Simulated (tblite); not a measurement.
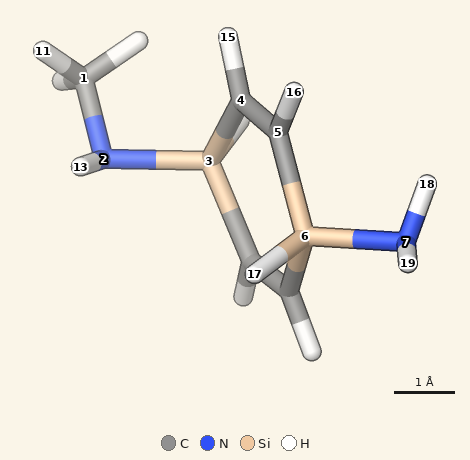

Figure 1. The structure as given in the input (stick view, seen at a tilt; atoms are numbered from 1 in the order of the input). Bond lengths as drawn: C–C 1.31 to 1.33 Å, C–H 1.09 to 1.12 Å, C–N 1.45 Å, C–Si 1.83 to 1.85 Å, H–N 1.04 to 1.08 Å, H–Si 1.48 to 1.49 Å and N–Si 1.79 Å.

# Run report: C5H12N2Si2, geometry relaxation (part 1 of 2)

- system: C5H12N2Si2, SMILES CN[Si@H]1C=C[Si@H](N)C=C1
- method: GFN2-xTB geometry optimisation, gas phase (tblite 0.8.0)

### Input file
```
{"job": {"kind": "relax", "xc": "GFN2-xTB", "basis": "xTB"}, "charge": 0, "multiplicity": 1}
C     -3.404500     0.165400     0.353200
N     -2.326000    -0.611400     0.936900
Si    -1.007200    -0.597700    -0.274700
C     -0.301600     1.111100    -0.412900
C      0.945000     1.368300    -0.094800
Si     2.174100     0.147000     0.481900
N      3.702100     0.385600    -0.424700
C      1.545300    -1.565500     0.330500
C      0.284300    -1.864100     0.026700
H     -4.219700    -0.537200     0.116400
H     -3.692600     1.012100     0.993000
H     -3.063300     0.614400    -0.616800
H     -1.975600    -0.041900     1.780800
H     -1.643800    -0.899800    -1.571700
H     -0.938900     1.938500    -0.742700
H      1.275600     2.411400    -0.197500
H      2.461900     0.367100     1.923000
H      3.514700     1.137000    -1.122900
H      4.449100     0.775100     0.221600
H      2.245100    -2.394600     0.496200
H     -0.032900    -2.903900    -0.047300
```

The first line tells a small driver script what to run in tblite; the rest is the geometry in Å.

Launch command:
```bash
OMP_NUM_THREADS=1 python <driver script> task.json out
```

### What the program printed
```
step      E/eV     max force
  0    -708.37549    2.504
  1    -708.67005    1.047
  2    -708.73725    0.854
  3    -708.78700    0.706
  4    -708.84552    0.739
  5    -708.90729    0.471
  6    -708.93916    0.377
  7    -708.96122    0.359
  8    -708.97791    0.373
  9    -708.99865    0.411
 10    -709.01747    0.301
 11    -709.03340    0.280
 12    -709.04750    0.272
 13    -709.06357    0.347
 14    -709.08303    0.339
 15    -709.09946    0.241
 16    -709.10808    0.227
 17    -709.11300    0.229
 18    -709.11994    0.299
 19    -709.12741    0.252
 20    -709.13660    0.150
 21    -709.14005    0.166
 22    -709.14793    0.247
 23    -709.15485    0.212
 24    -709.16484    0.182
 25    -709.17307    0.209
 26    -709.18225    0.274
 27    -709.19195    0.266
 28    -709.20090    0.210
 29    -709.20761    0.189
 30    -709.21304    0.182
 31    -709.21806    0.301
 32    -709.22285    0.199
 33    -709.22803    0.183
 34    -709.23354    0.145
 35    -709.23789    0.133
 36    -709.24170    0.136
 37    -709.24572    0.148
 38    -709.24895    0.137
 39    -709.25157    0.168
 40    -709.25333    0.088
 41    -709.25469    0.101
 42    -709.25578    0.099
 43    -709.25701    0.065
 44    -709.25776    0.063
 45    -709.25836    0.060
 46    -709.25877    0.055
 47    -709.25929    0.051
 48    -709.25996    0.071
 49    -709.26069    0.065
 50    -709.26131    0.068
 51    -709.26184    0.067
 52    -709.26247    0.061
 53    -709.26326    0.073
 54    -709.26405    0.060
 55    -709.26469    0.057
 56    -709.26523    0.054
 57    -709.26585    0.067
 58    -709.26660    0.056
 59    -709.26739    0.079
 60    -709.26815    0.092
 61    -709.26907    0.092
 62    -709.27023    0.086
 63    -709.27152    0.081
 64    -709.27253    0.101
 65    -709.27361    0.137
 66    -709.27483    0.137
 67    -709.27778    0.138
 68    -709.28040    0.144
 69    -709.28322    0.258
 70    -709.28574    0.173
 71    -709.28818    0.218
 72    -709.29127    0.227
 73    -709.29452    0.093
 74    -709.29747    0.189
 75    -709.30017    0.091
 76    -709.30243    0.137
 77    -709.30531    0.103
 78    -709.30684    0.192
 79    -709.30878    0.108
 80    -709.31006    0.083
 81    -709.31136    0.094
 82    -709.31199    0.083
 83    -709.31315    0.094
 84    -709.31542    0.052
 85    -709.31609    0.054
 86    -709.31664    0.070
 87    -709.31713    0.052
 88    -709.31761    0.096
 89    -709.31812    0.065
 90    -709.31844    0.042
 91    -709.31886    0.030
 92    -709.31905    0.036
 93    -709.31920    0.029
 94    -709.31931    0.025
 95    -709.31950    0.025
 96    -709.31975    0.035
 97    -709.32001    0.032
 98    -709.32017    0.027
 99    -709.32028    0.027
100    -709.32043    0.031
101    -709.32063    0.031
102    -709.32084    0.040
103    -709.32099    0.039
104    -709.32110    0.032
105    -709.32123    0.028
106    -709.32142    0.034
107    -709.32164    0.037
108    -709.32182    0.046
109    -709.32194    0.044
110    -709.32206    0.028
111    -709.32218    0.023
112    -709.32232    0.023
113    -709.32243    0.020
114    -709.32251    0.026
115    -709.32259    0.022
116    -709.32265    0.017
117    -709.32269    0.013
118    -709.32271    0.011
119    -709.32273    0.010
```

### Trajectory as extended XYZ (Å, eV, eV/Å), 23 of the 120 frames kept, from step=0 to step=119
```
21
Properties=species:S:1:pos:R:3:forces:R:3 step=0 energy=-708.37549
C    -3.4045    0.1654    0.3532   -0.1890   0.5030  -0.8700
N    -2.3260   -0.6114    0.9369    1.7610   1.5430   0.8890
Si   -1.0072   -0.5977   -0.2747   -1.1680  -0.3360   0.1100
C    -0.3016    1.1111   -0.4129   -0.8320   0.3730  -0.3040
C     0.9450    1.3683   -0.0948    0.2980   1.6580  -0.2370
Si    2.1741    0.1470    0.4819    2.0180   0.1310   0.5150
N     3.7021    0.3856   -0.4247   -0.0760   1.5600   0.9170
C     1.5453   -1.5655    0.3305   -0.1520  -1.4600  -0.2600
C     0.2843   -1.8641    0.0267    0.4380  -0.6460   0.3930
H    -4.2197   -0.5372    0.1164    0.0450   0.5380   0.2820
H    -3.6926    1.0121    0.9930   -0.3250  -0.5660  -0.1780
H    -3.0633    0.6144   -0.6168   -0.7320  -0.1550   0.6450
H    -1.9756   -0.0419    1.7808   -0.5960  -1.4390  -1.2630
H    -1.6438   -0.8998   -1.5717   -0.0180  -0.1290  -0.0280
H    -0.9389    1.9385   -0.7427    0.0630  -0.2550   0.0410
H     1.2756    2.4114   -0.1975    0.0810  -0.2530   0.1000
H     2.4619    0.3671    1.9230   -0.0510   0.0670  -0.0570
H     3.5147    1.1370   -1.1229    0.5220  -0.8560   0.5310
H     4.4491    0.7751    0.2216   -1.0880  -0.7370  -1.1940
H     2.2451   -2.3946    0.4962   -0.1490   0.3210  -0.0860
H    -0.0329   -2.9039   -0.0473    0.1490   0.1370   0.0530
21
Properties=species:S:1:pos:R:3:forces:R:3 step=5 energy=-708.90729
C    -3.4070    0.1902    0.3412   -0.3310   0.2360  -0.1390
N    -2.2624   -0.5013    0.8753    0.1660  -0.1600   0.3840
Si   -1.0047   -0.6144   -0.3043    0.2310   0.2110  -0.1830
C    -0.2949    1.1243   -0.4268    0.2800   0.1930  -0.1730
C     0.9626    1.4174   -0.1003   -0.2080   0.2380  -0.0400
Si    2.2035    0.1515    0.5260   -0.2310   0.1480   0.0080
N     3.6500    0.4659   -0.3642    0.3530   0.1160  -0.1000
C     1.5639   -1.6042    0.3061    0.1640  -0.1540   0.2090
C     0.2900   -1.8986    0.0720    0.0110  -0.1640  -0.1070
H    -4.2287   -0.4920    0.1620   -0.2010  -0.3530   0.0430
H    -3.7621    0.9667    0.9958   -0.1190   0.3240   0.3200
H    -3.1571    0.6402   -0.6120   -0.2040   0.2450  -0.1750
H    -1.9958   -0.1388    1.7867   -0.1190  -0.2990  -0.2170
H    -1.6605   -0.9346   -1.5842    0.0130  -0.1330  -0.0210
H    -0.9620    1.9294   -0.7532    0.1540  -0.2020   0.0150
H     1.3037    2.4550   -0.1904   -0.0550  -0.2350   0.1010
H     2.4690    0.3810    1.9537    0.0010  -0.0030   0.1330
H     3.5749    1.0996   -1.1453   -0.0350  -0.0970  -0.0710
H     4.4613    0.7352    0.1667    0.1060  -0.1460   0.0180
H     2.2689   -2.4195    0.4841   -0.0720   0.1540  -0.1460
H    -0.0216   -2.9361   -0.0346    0.0960   0.0820   0.1420
21
Properties=species:S:1:pos:R:3:forces:R:3 step=11 energy=-709.03340
C    -3.4798    0.2298    0.3533    0.0700  -0.1020   0.0510
N    -2.2693   -0.4471    0.7963   -0.0090   0.0270   0.0030
Si   -0.9760   -0.5958   -0.3434   -0.0300  -0.0430  -0.0490
C    -0.2449    1.1332   -0.4975   -0.0850  -0.0430   0.1010
C     0.9773    1.4536   -0.0916    0.1220  -0.0640  -0.0510
Si    2.2160    0.1829    0.5440   -0.1590  -0.0700   0.0760
N     3.6634    0.5114   -0.3352    0.0550  -0.1480  -0.0170
C     1.5815   -1.5953    0.3403    0.1490   0.1210  -0.2040
C     0.3153   -1.9002    0.0680   -0.1330   0.1020   0.1850
H    -4.2572   -0.5307    0.2162   -0.0960   0.2280   0.0690
H    -3.8171    0.9938    1.0603    0.0390  -0.2160  -0.0470
H    -3.3091    0.7187   -0.6094   -0.1030  -0.0710   0.1300
H    -2.0414   -0.2808    1.7650   -0.1350  -0.0750  -0.0640
H    -1.6502   -0.9986   -1.5900    0.0370  -0.0130  -0.0710
H    -0.9475    1.9101   -0.7939    0.1490   0.0420  -0.1620
H     1.3184    2.4863   -0.1459   -0.0800  -0.0340   0.0750
H     2.4647    0.3873    1.9887    0.0170   0.0180  -0.0530
H     3.6081    1.0488   -1.1833    0.0880   0.0080   0.0160
H     4.5278    0.6664    0.1483    0.0940  -0.0160  -0.0430
H     2.2991   -2.4100    0.4455   -0.0410   0.1540   0.1220
H     0.0121   -2.9466    0.0183    0.0530   0.1930  -0.0670
21
Properties=species:S:1:pos:R:3:forces:R:3 step=16 energy=-709.10808
C    -3.5368    0.2299    0.3815   -0.0710   0.0220   0.0260
N    -2.2907   -0.4146    0.7279   -0.0520  -0.0490  -0.1390
Si   -0.9813   -0.5831   -0.3812   -0.0550   0.0510  -0.0180
C    -0.2124    1.1283   -0.5354   -0.0060   0.0410  -0.0890
C     0.9985    1.4541   -0.0971   -0.0560   0.0390   0.1180
Si    2.2406    0.2106    0.5544    0.1340   0.0860   0.0150
N     3.7047    0.4879   -0.3196   -0.0370  -0.0850  -0.0360
C     1.6021   -1.5376    0.3162   -0.0200   0.0130   0.1050
C     0.3242   -1.8400    0.1080    0.0060  -0.0240  -0.0980
H    -4.3302   -0.5161    0.2848   -0.1020  -0.0030   0.0510
H    -3.8341    0.9652    1.1284   -0.0030  -0.0290   0.1250
H    -3.4674    0.7612   -0.5643    0.1480  -0.0960  -0.1070
H    -2.1340   -0.4372    1.7165    0.0340  -0.1070   0.1970
H    -1.6155   -1.0566   -1.6235    0.0310   0.0570  -0.0960
H    -0.8704    1.9141   -0.8956   -0.0200   0.0590  -0.0340
H     1.3004    2.4969   -0.0810    0.0280   0.0400  -0.1240
H     2.4639    0.3976    1.9985    0.0720   0.0610   0.0430
H     3.6585    0.9950   -1.1859    0.0830   0.0330  -0.0140
H     4.6002    0.5911    0.1196    0.0040  -0.0220   0.0440
H     2.3177   -2.3422    0.4546    0.0070  -0.0370   0.0210
H     0.0530   -2.8874    0.0477   -0.1230  -0.0500   0.0100
21
Properties=species:S:1:pos:R:3:forces:R:3 step=22 energy=-709.14793
C    -3.5611    0.2147    0.4038    0.0380  -0.0240  -0.0060
N    -2.3195   -0.4548    0.7157    0.0770  -0.1450   0.1840
Si   -1.0027   -0.5660   -0.3971    0.0920   0.1200  -0.0300
C    -0.2098    1.1426   -0.5572    0.0120   0.0700   0.0680
C     0.9901    1.4654   -0.0760   -0.0050   0.0550  -0.1250
Si    2.2599    0.2317    0.5641    0.0090   0.0850  -0.0880
N     3.7316    0.4271   -0.3427   -0.0090   0.0780   0.0460
C     1.5920   -1.5096    0.3370   -0.0210  -0.0250   0.0220
C     0.3190   -1.8089    0.0933   -0.0530  -0.0220   0.0530
H    -4.3899   -0.4944    0.3248   -0.0060  -0.1200   0.0240
H    -3.8235    0.9419    1.1712    0.0260   0.1290  -0.0140
H    -3.4652    0.7208   -0.5522   -0.0560   0.0690  -0.0200
H    -2.1658   -0.5308    1.7119    0.0050  -0.1150  -0.1990
H    -1.5848   -1.0335   -1.6729   -0.0100   0.0910   0.0140
H    -0.8359    1.9421   -0.9558    0.0200  -0.0830   0.0370
H     1.2974    2.5094   -0.1069    0.0330  -0.0340  -0.0370
H     2.5033    0.4329    2.0070    0.0640   0.0560  -0.0320
H     3.7082    0.9939   -1.1781   -0.0070  -0.0730   0.1000
H     4.6132    0.5595    0.1297   -0.1520  -0.0540  -0.0140
H     2.3088   -2.3137    0.4837   -0.0660  -0.0390   0.0390
H     0.0257   -2.8534    0.0509    0.0090  -0.0190  -0.0240
21
Properties=species:S:1:pos:R:3:forces:R:3 step=27 energy=-709.19195
C    -3.5743    0.1837    0.4403   -0.0270   0.0320  -0.0420
N    -2.3423   -0.5414    0.6810   -0.0270   0.2080  -0.1640
Si   -1.0003   -0.5179   -0.4138   -0.0440  -0.1170   0.0580
C    -0.1990    1.1847   -0.5608   -0.0140  -0.0270  -0.0260
C     1.0099    1.5086   -0.1074    0.0130  -0.0380   0.0260
Si    2.2572    0.2654    0.5661   -0.1090  -0.1000   0.0530
N     3.7298    0.3908   -0.3399    0.0050   0.0080   0.0080
C     1.5634   -1.4829    0.3825    0.0020   0.0180  -0.0370
C     0.2964   -1.7781    0.0998    0.0030   0.0300   0.0430
H    -4.4279   -0.5057    0.4022    0.0860   0.0390   0.0680
H    -3.7925    0.9557    1.1888    0.1720  -0.1850   0.0640
H    -3.5165    0.6957   -0.5173    0.0330  -0.1060  -0.0800
H    -2.1923   -0.7392    1.6560   -0.0270  -0.0620   0.0330
H    -1.5513   -0.9479   -1.7180   -0.0040   0.0970   0.0140
H    -0.8129    1.9574   -1.0165   -0.0320   0.0890   0.0870
H     1.3296    2.5466   -0.1655    0.0520  -0.0260  -0.0770
H     2.5865    0.5144    1.9899   -0.0890   0.0140  -0.0810
H     3.7701    0.9683   -1.1601   -0.1070   0.0410  -0.1350
H     4.5950    0.4847    0.1583    0.1280  -0.0650   0.1170
H     2.2632   -2.3027    0.5384   -0.0340   0.0790   0.0820
H    -0.0007   -2.8233    0.0501    0.0190   0.0690  -0.0100
21
Properties=species:S:1:pos:R:3:forces:R:3 step=32 energy=-709.22285
C    -3.5700    0.1655    0.4481    0.0530  -0.0350   0.0260
N    -2.3443   -0.5632    0.6544    0.0500  -0.0590  -0.0440
Si   -1.0022   -0.4971   -0.4188    0.0400   0.1240  -0.0830
C    -0.2023    1.2068   -0.5607    0.0130   0.0570   0.0370
C     1.0171    1.5220   -0.1302    0.0580  -0.0500  -0.0470
Si    2.2440    0.2712    0.5606    0.1250   0.1400   0.0000
N     3.7298    0.3788   -0.3320   -0.0070   0.0260   0.0100
C     1.5402   -1.4656    0.4063    0.0190   0.0560   0.0510
C     0.2775   -1.7536    0.1102    0.0580  -0.0210  -0.0570
H    -4.4306   -0.5080    0.4645   -0.0430  -0.0550   0.0160
H    -3.7192    0.9249    1.2171   -0.0210   0.1290   0.0040
H    -3.5312    0.6474   -0.5247   -0.0410   0.0210   0.0170
H    -2.2217   -0.8673    1.6051   -0.0290  -0.0400   0.0510
H    -1.5360   -0.8567   -1.7437   -0.0350  -0.0150  -0.0970
H    -0.8089    1.9883   -1.0117   -0.0530   0.0420   0.0460
H     1.3657    2.5485   -0.2320   -0.0100  -0.0560  -0.0100
H     2.6046    0.5697    1.9623   -0.1400  -0.0210   0.0410
H     3.7750    0.9534   -1.1601    0.0510  -0.0860   0.1320
H     4.5916    0.4252    0.1904   -0.0810   0.0210  -0.1810
H     2.2281   -2.2803    0.6031    0.0540  -0.0590   0.0410
H    -0.0162   -2.7930    0.0464   -0.0630  -0.1190   0.0470
21
Properties=species:S:1:pos:R:3:forces:R:3 step=38 energy=-709.24895
C    -3.5684    0.1432    0.4781    0.0010   0.0100  -0.0070
N    -2.3415   -0.5970    0.6103    0.0040  -0.0370  -0.0840
Si   -0.9935   -0.4626   -0.4534   -0.0090  -0.0020  -0.0350
C    -0.1995    1.2508   -0.5598   -0.0300  -0.0560   0.0130
C     1.0446    1.5343   -0.1810   -0.0720   0.0420   0.0070
Si    2.2461    0.2995    0.5688   -0.0060  -0.0410  -0.0800
N     3.7301    0.3680   -0.3159    0.0430  -0.0200  -0.0410
C     1.5287   -1.4378    0.4495   -0.0320  -0.0580  -0.0330
C     0.2790   -1.7309    0.1001   -0.0590   0.0380   0.0030
H    -4.4317   -0.5230    0.5623   -0.0210   0.0040   0.0490
H    -3.6523    0.9244    1.2400   -0.0520   0.0400  -0.0090
H    -3.5988    0.6096   -0.5018    0.0170   0.0370  -0.0290
H    -2.2721   -1.0456    1.5073    0.1240  -0.0340   0.0460
H    -1.5222   -0.7704   -1.8054    0.0570  -0.0090   0.0470
H    -0.8124    2.0423   -0.9911    0.0480  -0.0280   0.0520
H     1.4119    2.5496   -0.3010    0.0040   0.0410  -0.0110
H     2.5582    0.6292    1.9699   -0.0730   0.0140   0.0890
H     3.8062    0.9126   -1.1564   -0.0210   0.0230  -0.0270
H     4.6091    0.3456    0.1688    0.0320  -0.0240   0.0100
H     2.2062   -2.2529    0.6915   -0.0050  -0.0010   0.0450
H    -0.0365   -2.7718    0.0735    0.0490   0.0610  -0.0050
21
Properties=species:S:1:pos:R:3:forces:R:3 step=43 energy=-709.25701
C    -3.5630    0.1432    0.4775   -0.0190   0.0020   0.0140
N    -2.3399   -0.6070    0.6028   -0.0090   0.0020  -0.0030
Si   -0.9934   -0.4618   -0.4599    0.0270  -0.0250   0.0130
C    -0.2039    1.2490   -0.5493    0.0300   0.0330   0.0040
C     1.0428    1.5344   -0.1825    0.0290   0.0050  -0.0030
Si    2.2478    0.2963    0.5611   -0.0300  -0.0200   0.0260
N     3.7335    0.3624   -0.3241   -0.0220  -0.0210   0.0030
C     1.5281   -1.4418    0.4460    0.0140   0.0120   0.0230
C     0.2769   -1.7279    0.0965    0.0340  -0.0150   0.0070
H    -4.4280   -0.5209    0.5745   -0.0030   0.0380  -0.0090
H    -3.6537    0.9351    1.2308    0.0470  -0.0320  -0.0090
H    -3.5895    0.6085   -0.5052   -0.0220  -0.0380   0.0160
H    -2.2414   -1.0449    1.5044    0.0170   0.0270   0.0020
H    -1.5136   -0.7686   -1.8091    0.0200  -0.0180  -0.0290
H    -0.8158    2.0466   -0.9649   -0.0230   0.0020   0.0000
H     1.4102    2.5498   -0.3105   -0.0190   0.0110   0.0220
H     2.5142    0.6275    1.9804   -0.0290  -0.0070  -0.0580
H     3.8001    0.9180   -1.1589    0.0040   0.0270  -0.0080
H     4.6141    0.3426    0.1587    0.0140  -0.0180   0.0040
H     2.2009   -2.2555    0.7114   -0.0500   0.0190  -0.0140
H    -0.0355   -2.7681    0.0746   -0.0100   0.0120   0.0010
21
Properties=species:S:1:pos:R:3:forces:R:3 step=49 energy=-709.26069
C    -3.5582    0.1352    0.4828    0.0260  -0.0060  -0.0230
N    -2.3392   -0.6257    0.5879   -0.0050  -0.0270  -0.0300
Si   -0.9872   -0.4579   -0.4671   -0.0250   0.0390  -0.0160
C    -0.2035    1.2581   -0.5431   -0.0010  -0.0010  -0.0290
C     1.0483    1.5423   -0.1939   -0.0030  -0.0070   0.0290
Si    2.2427    0.2967    0.5528    0.0250   0.0270  -0.0020
N     3.7311    0.3480   -0.3315   -0.0010   0.0110  -0.0080
C     1.5225   -1.4381    0.4576   -0.0070  -0.0070  -0.0270
C     0.2765   -1.7236    0.0949   -0.0360   0.0020   0.0070
H    -4.4338   -0.5111    0.5954    0.0270  -0.0140   0.0480
H    -3.6177    0.9329    1.2307    0.0010   0.0070   0.0000
H    -3.5987    0.5872   -0.5041   -0.0080   0.0270  -0.0210
H    -2.2220   -1.0528    1.4926   -0.0060   0.0200   0.0160
H    -1.4906   -0.7596   -1.8243    0.0060  -0.0100  -0.0090
H    -0.8231    2.0553   -0.9473   -0.0230   0.0150  -0.0020
H     1.4114    2.5606   -0.3133   -0.0100  -0.0120   0.0110
H     2.4793    0.6379    1.9710    0.0190   0.0160   0.0130
H     3.8019    0.9275   -1.1510    0.0050   0.0080   0.0220
H     4.6122    0.3192    0.1526   -0.0340  -0.0270  -0.0040
H     2.1816   -2.2548    0.7341    0.0560  -0.0270   0.0190
H    -0.0425   -2.7602    0.0774   -0.0060  -0.0370   0.0080
21
Properties=species:S:1:pos:R:3:forces:R:3 step=54 energy=-709.26405
C    -3.5522    0.1321    0.4797   -0.0060   0.0120   0.0210
N    -2.3415   -0.6447    0.5686    0.0080   0.0160  -0.0060
Si   -0.9837   -0.4541   -0.4776    0.0270  -0.0520  -0.0070
C    -0.2044    1.2652   -0.5510   -0.0290  -0.0200   0.0240
C     1.0455    1.5491   -0.1929   -0.0370  -0.0160   0.0130
Si    2.2382    0.2969    0.5487   -0.0260  -0.0210  -0.0010
N     3.7241    0.3419   -0.3403   -0.0230   0.0060   0.0040
C     1.5203   -1.4435    0.4567    0.0100   0.0180   0.0220
C     0.2711   -1.7268    0.0989    0.0440  -0.0020  -0.0130
H    -4.4278   -0.5082    0.6241    0.0090   0.0110   0.0040
H    -3.5872    0.9332    1.2268   -0.0010   0.0150  -0.0300
H    -3.6128    0.5818   -0.5085   -0.0030  -0.0230   0.0140
H    -2.2088   -1.0321    1.4903    0.0170   0.0040  -0.0310
H    -1.4693   -0.7689   -1.8382   -0.0150   0.0090   0.0030
H    -0.8355    2.0631   -0.9398    0.0390  -0.0050  -0.0020
H     1.4054    2.5705   -0.2956   -0.0080  -0.0200   0.0030
H     2.4677    0.6497    1.9680    0.0190  -0.0030  -0.0160
H     3.8076    0.9472   -1.1394    0.0020   0.0210   0.0140
H     4.6007    0.2880    0.1484    0.0060  -0.0310  -0.0020
H     2.1830   -2.2583    0.7437   -0.0300   0.0450  -0.0270
H    -0.0495   -2.7651    0.0838   -0.0030   0.0360   0.0130
```
